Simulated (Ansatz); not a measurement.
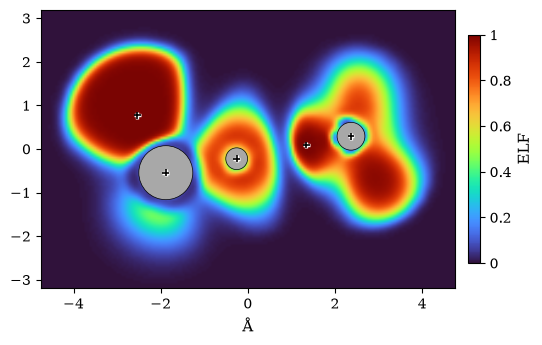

The electron localisation function on a plane through atoms (crosses mark nuclei in the plane; grey discs cover the cores).

Theory: RKS PBE0-D4/def2-TZVPPD (Ansatz 0.2.0).

Candidates:
A. NH4···FH3Si (SMILES [NH4+].[SiH3]F) (charge +1)
B. Br···CH4O (SMILES [Br-].CO) (charge −1)
C. NH4···CH3F (SMILES [NH4+].CF) (charge +1)

### Which system is this?

Candidate A: NH4···FH3Si on the plane of atoms F7, Si6 and H8, which holds N, H, Si and F. F7···H4 (1.63 Å): the ELF dips to about 0.15 between them; by its geometry a hydrogen bond between the two molecules, with no shared pair. Si–F (1.66 Å): the ELF peaks at about 0.85 in the valence shell of F, 0.6 Å from its nucleus, and is about 0.50 at the midpoint.
